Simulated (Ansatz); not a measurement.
**BH6NOSi: two geometries relaxed**

Aim: relax the geometries before and after the inversion of the pyramid at N1, and see whether they are two minima and how far apart in energy. SMILES of the start: NB(O)[SiH3].

Program: Ansatz 0.2.0. Level of theory: RKS PBE0-D4/def2-SVPD. These are calculated values, not measurements.

## Step 1: The starting structure

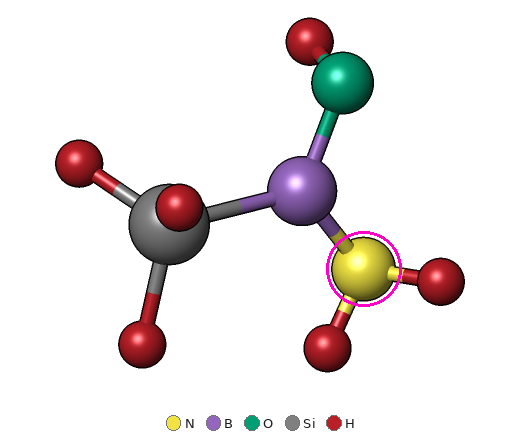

Start, viewed from a chosen angle; nitrogen yellow, boron purple, oxygen teal, silicon grey, hydrogen red. Ringed: N1.

Structure file:

```xyz
10

N    -0.0694    1.6201   -0.4394
B     0.3781    0.2249   -0.3699
O     1.5348   -0.1692   -1.1362
Si   -0.4662   -1.0793    0.7239
H    -0.3901    1.8278   -1.4623
H    -0.9878    1.7617    0.1202
H     2.3511   -0.0013   -0.5016
H    -0.9625   -2.1788   -0.1315
H    -1.6925   -0.4498    1.4309
H     0.3875   -1.6072    1.7690
```

## Step 2: Relaxing end A

File input.yaml:

```yaml
crystal:
  periodic: [false, false, false]
  atoms:
    - { symbol: "N", position_ang: [-0.0694, 1.6201, -0.4394] }
    - { symbol: B, position_ang: [0.3781, 0.2249, -0.3699] }
    - { symbol: O, position_ang: [1.5348, -0.1692, -1.1362] }
    - { symbol: Si, position_ang: [-0.4662, -1.0793, 0.7239] }
    - { symbol: H, position_ang: [-0.3901, 1.8278, -1.4623] }
    - { symbol: H, position_ang: [-0.9878, 1.7617, 0.1202] }
    - { symbol: H, position_ang: [2.3511, -0.0013, -0.5016] }
    - { symbol: H, position_ang: [-0.9625, -2.1788, -0.1315] }
    - { symbol: H, position_ang: [-1.6925, -0.4498, 1.4309] }
    - { symbol: H, position_ang: [0.3875, -1.6072, 1.769] }
basis:
  gaussian: { orbitals: def2-SVPD }
hamiltonian:
  xc: pbe0
  dispersion: d4
relax:
  f_tol: 0.015
  max_steps: 40
output:
  orbitals: {}
```

Command:

```bash
$ ansatz run input.yaml --threads 2 --pin off --max-ram 3072MiB --backend cpu --events-out ev --progress --plain --runs-dir out
```

The log of the run, cut to the lines that bear on the results:

```text
Warning: RAYON_NUM_THREADS=2 ignored (pool sized by the plan → 2); use --threads N
[...]
Functional definition: PBE0
[...]
1148 factors; their error is unknown
[...]
mean field -12175.98730273 eV, -447.4592801948 hartree, gradient 1.1e-5 eV, S^2 0.000000; 0 other end points of the search recorded, 0 dependent functions left out
[...]
reference -12175.98734065 eV, -447.4592815881 hartree; 20, 20 occupied and 115, 115 virtual orbitals, 1148 factors
relax step   1: F+E_penalty+E_count = -12176.13184126 eV  Δ(F+E_penalty+E_count) = +0.000e0 eV  max|allowed force component| = 3.273e0 eV/Å  Δτ_max = 0.0000 Å  (27 SCF iters, accepted)
[...]
relax step   3: F+E_penalty+E_count = -12177.14753139 eV  Δ(F+E_penalty+E_count) = -3.151e-1 eV  max|allowed force component| = 2.456e0 eV/Å  Δτ_max = 0.1948 Å  (35 SCF iters, accepted)
[...]
relax step   5: F+E_penalty+E_count = -12177.62872904 eV  Δ(F+E_penalty+E_count) = -2.431e-1 eV  max|allowed force component| = 7.309e-1 eV/Å  Δτ_max = 0.2000 Å  (33 SCF iters, accepted)
[...]
relax step   7: F+E_penalty+E_count = -12177.70592011 eV  Δ(F+E_penalty+E_count) = -1.670e-2 eV  max|allowed force component| = 1.392e-1 eV/Å  Δτ_max = 0.0565 Å  (30 SCF iters, accepted)
[...]
relax step   9: F+E_penalty+E_count = -12177.70730067 eV  Δ(F+E_penalty+E_count) = -2.757e-4 eV  max|allowed force component| = 1.196e-2 eV/Å  Δτ_max = 0.0209 Å  (30 SCF iters, accepted)
[...]
relax step  10: F+E_penalty+E_count = -12177.70749168 eV  Δ(F+E_penalty+E_count) = -1.910e-4 eV  max|allowed force component| = 6.983e-2 eV/Å  Δτ_max = 0.0430 Å  (29 SCF iters, accepted)
[...]
relax step  11: F+E_penalty+E_count = -12177.70654909 eV  Δ(F+E_penalty+E_count) = +9.426e-4 eV  max|allowed force component| = 2.153e-1 eV/Å  Δτ_max = 0.0766 Å  (28 SCF iters, rejected (line search))
[...]
1148 factors; their error is unknown
```

## Step 3: The output, continued: end point A relaxed

The log, continued, cut to the lines that bear on the results:

```text
[...]
mean field -12177.56545376 eV, -447.5172761755 hartree, gradient 2.3e-5 eV, S^2 0.000000; 0 other end points of the search recorded, 0 dependent functions left out
[...]
reference -12177.56549058 eV, -447.5172775285 hartree; 20, 20 occupied and 115, 115 virtual orbitals, 1148 factors
relax step  12: F+E_penalty+E_count = -12177.70776488 eV  Δ(F+E_penalty+E_count) = -2.732e-4 eV  max|allowed force component| = 3.387e-2 eV/Å  Δτ_max = 0.0323 Å  (28 SCF iters, accepted)
[...]
relax step  18: F+E_penalty+E_count = -12177.70858306 eV  Δ(F+E_penalty+E_count) = -6.252e-5 eV  max|allowed force component| = 1.358e-2 eV/Å  Δτ_max = 0.0309 Å  (29 SCF iters, accepted)
[...]
relax step  19: F+E_penalty+E_count = -12177.70860126 eV  Δ(F+E_penalty+E_count) = -1.820e-5 eV  max|allowed force component| = 6.779e-3 eV/Å  Δτ_max = 0.0170 Å  (30 SCF iters, accepted)
[...]
Atom 0 at    -0.298873     1.560590    -0.582937 Å, force     0.001291    -0.006779     0.002483 eV/Å
Atom 1 at     0.367705     0.342786    -0.383380 Å, force    -0.003626     0.002954     0.001118 eV/Å
Atom 2 at     1.574811     0.181924    -1.022227 Å, force    -0.001951     0.004908    -0.001057 eV/Å
Atom 3 at    -0.455649    -1.092651     0.807749 Å, force     0.001265    -0.000637     0.001287 eV/Å
Atom 4 at     0.085372     2.290764    -1.168623 Å, force    -0.001312     0.000369     0.000367 eV/Å
Atom 5 at    -1.186990     1.784615    -0.164416 Å, force     0.001615     0.002667    -0.002052 eV/Å
Atom 6 at     2.007777    -0.657819    -0.867892 Å, force     0.002811    -0.005381     0.000696 eV/Å
Atom 7 at    -0.694611    -2.363665     0.049362 Å, force    -0.000314     0.001799     0.000526 eV/Å
Atom 8 at    -1.766326    -0.654432     1.385298 Å, force     0.000356    -0.000799    -0.001488 eV/Å
Atom 9 at     0.449784    -1.443212     1.950167 Å, force    -0.000133     0.000899    -0.001879 eV/Å
Dipole moment:    -0.042420     0.149853    -0.047852 e Å
```

Run time: 63 s. Hardware: 2 threads of Intel Xeon Platinum 8375C at 2.90GHz (Ice Lake), shared host; peak memory 0.32 GiB.

Step by step:

| step | energy from step 1 (eV) | largest force component (eV/Å) |
| --- | --- | --- |
| 1 | 0.0000 | 3.2734 |
| 2 | -0.7006 | 1.8970 |
| 3 | -1.0157 | 2.4557 |
| 4 | -1.2538 | 1.4828 |
| 5 | -1.4969 | 0.7309 |
| 6 | -1.5574 | 0.3891 |
| 7 | -1.5741 | 0.1392 |
| 8 | -1.5752 | 0.0428 |
| 9 | -1.5755 | 0.0120 |
| 10 | -1.5757 | 0.0698 |
| 11x | -1.5747 | 0.2153 |
| 12 | -1.5759 | 0.0339 |
| 13 | -1.5761 | 0.0431 |
| 14 | -1.5762 | 0.0350 |
| 15 | -1.5764 | 0.0397 |
| 16 | -1.5766 | 0.0347 |
| 17 | -1.5767 | 0.0207 |
| 18 | -1.5767 | 0.0136 |
| 19 | -1.5768 | 0.0068 |

Step 1 is the start. 1 step was tried and not accepted (marked x).

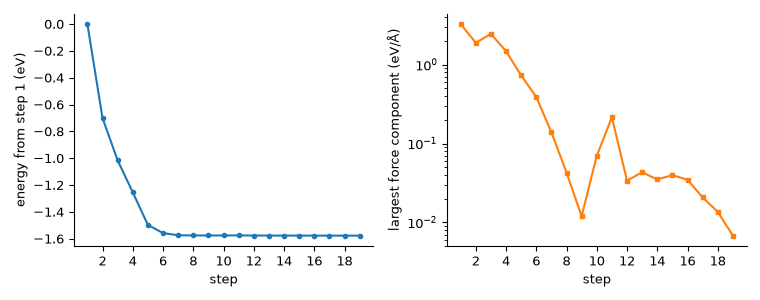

Energy and largest force along the relaxation.

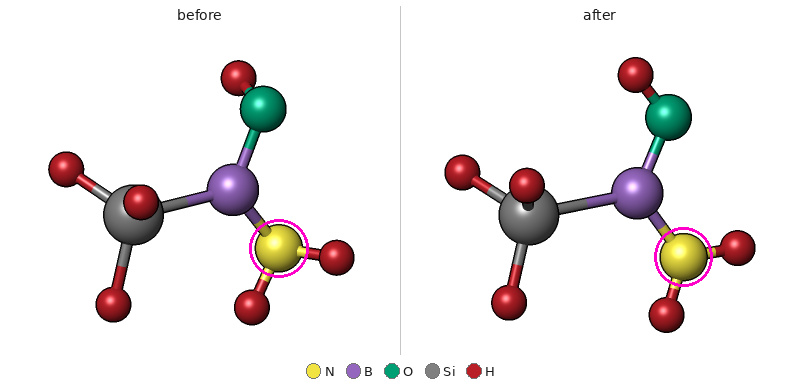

The structure before (left) and after (right), drawn at the same scale.

After: Bond lengths: N1–B2 1.403 Å, B2–O3 1.375 Å, B2–Si4 2.039 Å, N1–H5 1.012 Å, N1–H6 1.007 Å, O3–H7 0.957 Å, Si4–H8 1.499 Å, Si4–H9 1.498 Å, Si4–H10 1.499 Å. Angles: N1–B2–O3 116.9°, N1–B2–Si4 120.2°, O3–B2–Si4 122.9°, B2–N1–H5 121.9°, B2–N1–H6 123.6°, H5–N1–H6 114.5°, B2–O3–H7 115.1°, B2–Si4–H8 111.5°, B2–Si4–H9 111.9°, B2–Si4–H10 111.5°, H8–Si4–H9 107.7°, H8–Si4–H10 106.5°, H9–Si4–H10 107.6°.

## Step 4: Relaxing end B

The second end starts from a geometry with the move made by hand.

Edit input.yaml of step 2 so:

```diff
@@ -7,4 +7,4 @@
     - { symbol: Si, position_ang: [-0.4662, -1.0793, 0.7239] }
-    - { symbol: H, position_ang: [-0.3901, 1.8278, -1.4623] }
-    - { symbol: H, position_ang: [-0.9878, 1.7617, 0.1202] }
+    - { symbol: H, position_ang: [0.66229, 2.18747, -1.01822] }
+    - { symbol: H, position_ang: [-0.00875, 2.0963, 0.53333] }
     - { symbol: H, position_ang: [2.3511, -0.0013, -0.5016] }
@@ -21,3 +21 @@
   max_steps: 40
-output:
-  orbitals: {}
```

Command:

```bash
$ ansatz run input.yaml --threads 2 --pin off --max-ram 3072MiB --backend cpu --events-out ev --progress --plain --runs-dir out
```

The log of the run, cut to the lines that bear on the results:

```text
Warning: RAYON_NUM_THREADS=2 ignored (pool sized by the plan → 2); use --threads N
[...]
[... 1 set-up line as earlier in the session ...]
[...]
1148 factors; their error is unknown
[...]
mean field -12175.97569429 eV, -447.4588535923 hartree, gradient 6.0e-5 eV, S^2 0.000000; 0 other end points of the search recorded, 0 dependent functions left out
[...]
reference -12175.97573204 eV, -447.4588549797 hartree; 20, 20 occupied and 115, 115 virtual orbitals, 1148 factors
relax step   1: F+E_penalty+E_count = -12176.11965180 eV  Δ(F+E_penalty+E_count) = +0.000e0 eV  max|allowed force component| = 3.210e0 eV/Å  Δτ_max = 0.0000 Å  (26 SCF iters, accepted)
[...]
relax step   5: F+E_penalty+E_count = -12177.41871822 eV  Δ(F+E_penalty+E_count) = -1.311e-1 eV  max|allowed force component| = 6.918e-1 eV/Å  Δτ_max = 0.2000 Å  (36 SCF iters, accepted)
[...]
Total energy: -12177.70863719 eV, -447.5225380693 hartree
Atom 0 at     0.158825     1.716625    -0.306246 Å, force     0.003358    -0.002184     0.000132 eV/Å
Atom 1 at     0.618443     0.392121    -0.265877 Å, force    -0.009194     0.004339    -0.001540 eV/Å
Atom 2 at     1.774782     0.113359    -0.955953 Å, force     0.001868     0.001087     0.000323 eV/Å
Atom 3 at    -0.415491    -1.020605     0.779074 Å, force     0.001713    -0.004007     0.000838 eV/Å
Atom 4 at     0.651118     2.437824    -0.817499 Å, force     0.000104    -0.000297     0.000430 eV/Å
Atom 5 at    -0.675051     2.032248     0.161798 Å, force     0.000006    -0.001073    -0.000010 eV/Å
Atom 6 at     2.065164    -0.797841    -0.911359 Å, force     0.001103    -0.001842    -0.000239 eV/Å
Atom 7 at    -0.861793    -2.142312    -0.110301 Å, force     0.001330     0.004220     0.003152 eV/Å
Atom 8 at    -1.634156    -0.449492     1.436714 Å, force     0.003298    -0.001275    -0.001356 eV/Å
Atom 9 at     0.432599    -1.638758     1.849959 Å, force    -0.003585     0.001032    -0.001730 eV/Å
Dipole moment:    -0.018106     0.159544    -0.029117 e Å
```

It took 49 s on 2 threads of Intel Xeon Platinum 8375C at 2.90GHz (Ice Lake), shared host; peak memory 0.32 GiB.

Step by step:

| step | energy from step 1 (eV) | largest force component (eV/Å) |
| --- | --- | --- |
| 1 | 0.0000 | 3.2098 |
| 2 | -0.6903 | 2.0861 |
| 3 | -0.9243 | 2.8992 |
| 4 | -1.1680 | 0.8547 |
| 5 | -1.2991 | 0.6918 |
| 6 | -1.4448 | 0.8808 |
| 7 | -1.5615 | 0.6660 |
| 8 | -1.5872 | 0.0959 |
| 9 | -1.5885 | 0.0182 |
| 10 | -1.5886 | 0.0186 |
| 11 | -1.5887 | 0.0033 |
| 12 | -1.5888 | 0.0413 |
| 13 | -1.5889 | 0.0193 |
| 14 | -1.5889 | 0.0086 |
| 15 | -1.5889 | 0.0106 |
| 16 | -1.5889 | 0.0092 |

Step 1 is the start.

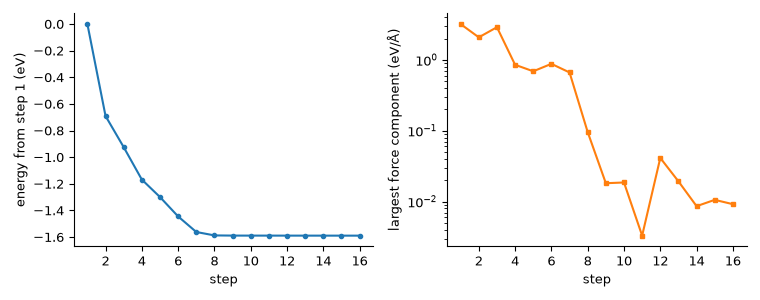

How energy and force went from step to step.

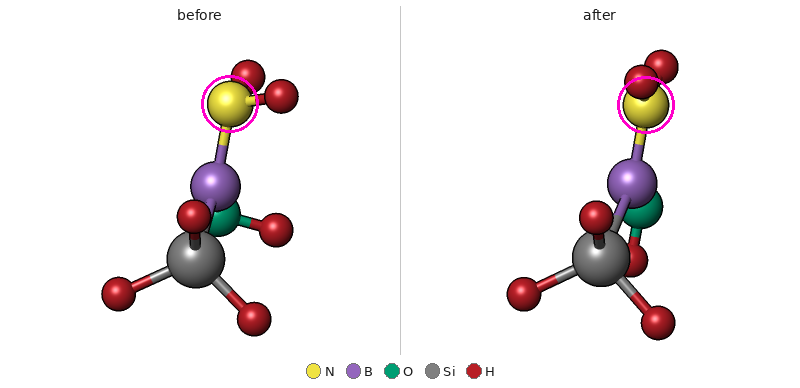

The structure before (left) and after (right), drawn at the same scale.

After: Bond lengths: N1–B2 1.403 Å, B2–O3 1.375 Å, B2–Si4 2.039 Å, N1–H5 1.012 Å, N1–H6 1.007 Å, O3–H7 0.957 Å, Si4–H8 1.499 Å, Si4–H9 1.498 Å, Si4–H10 1.499 Å. Angles: N1–B2–O3 116.9°, N1–B2–Si4 120.2°, O3–B2–Si4 122.9°, B2–N1–H5 121.9°, B2–N1–H6 123.6°, H5–N1–H6 114.5°, B2–O3–H7 115.1°, B2–Si4–H8 111.4°, B2–Si4–H9 111.9°, B2–Si4–H10 111.4°, H8–Si4–H9 107.7°, H8–Si4–H10 106.5°, H9–Si4–H10 107.7°.

## Step 5: Results

| quantity | value |
| --- | --- |
| end A | 17 moves, 1.577 eV lower |
| end B | 15 moves, 1.589 eV lower |
| largest difference between the ends | 0.01 Å |
| end B relative to end A | +0.000 eV |

Both starts fell into the same minimum (no atom differs by more than 0.01 Å), so from this start no second minimum was found and no band was run; another arrangement could still be one.
